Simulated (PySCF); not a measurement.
Consider C₆H₄ClFO (SMILES O[C+]1[C](F)C=CC=C1Cl) (charge +1, doublet).

```csv
atom,x (Å),y (Å),z (Å)
O,-1.0588,2.1631,0.2889
C,-0.4887,1.0059,0.1331
C,-1.2157,-0.2063,-0.0151
F,-2.5440,-0.0894,0.0138
C,-0.5949,-1.4152,-0.1767
C,0.8132,-1.4608,-0.1976
C,1.5714,-0.3137,-0.0588
C,0.9549,0.9233,0.1062
Cl,1.8272,2.3577,0.2802
H,-2.0367,2.1332,0.2963
H,-1.1839,-2.3140,-0.2854
H,1.3026,-2.4150,-0.3250
H,2.6490,-0.3682,-0.0776
```

Geometry: GFN2-xTB.

Theory: PySCF, UKS B3LYP, pcH-1 on C Cl F H O, non-relativistic, mean-field spin-orbit, GIAO.

**What can the converged electron density, electron localisation function and spin density tell about the bonding?**

C–O (1.30 Å): ρ is about 2.7 e/Å³ halfway; the ELF peaks at about 0.90 between the atoms: a short, strongly polar bond.
C–F (1.33 Å): ρ is about 2.3 e/Å³ halfway; the ELF peaks at about 0.85 between the atoms, as expected for a shared but strongly polarised pair.
C–C (1.37 Å): ρ at the midpoint is about 2.2 e/Å³; the ELF peaks at about 0.95 between the atoms, as expected for a covalent bond.
C–Cl (1.69 Å): ρ is about 1.6 e/Å³ halfway; the ELF peaks at about 0.90 between the atoms; localised, covalent bonding.
The unpaired spin (1 electron) lies mostly on C2 (about 0.2), C6 (about 0.2), O1 (about 0.2), C8 (about 0.2) and Cl9 (about 0.1), in electrons by Hirshfeld's partition.

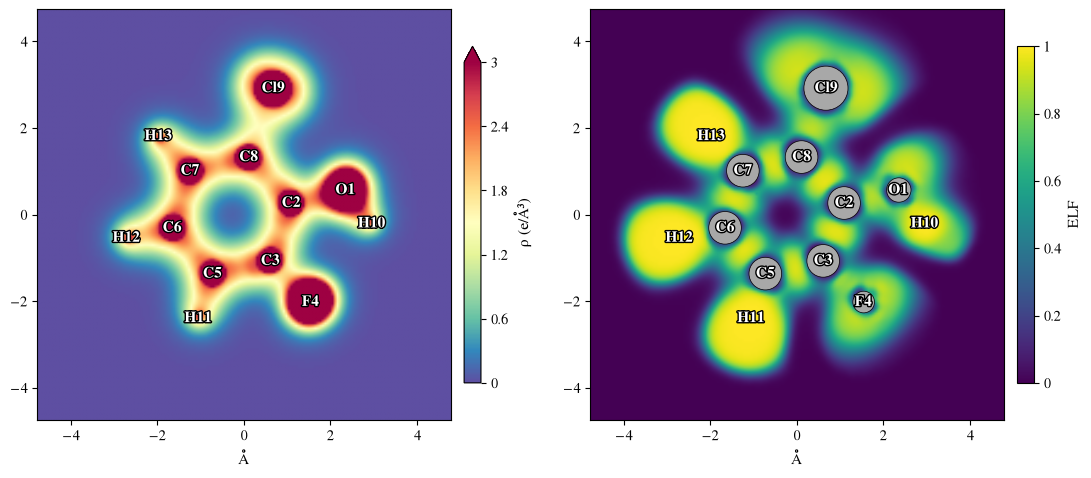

Computed electron density and electron localisation function on the molecular plane, in this order. Grey discs cover the atomic cores in the ELF map. 
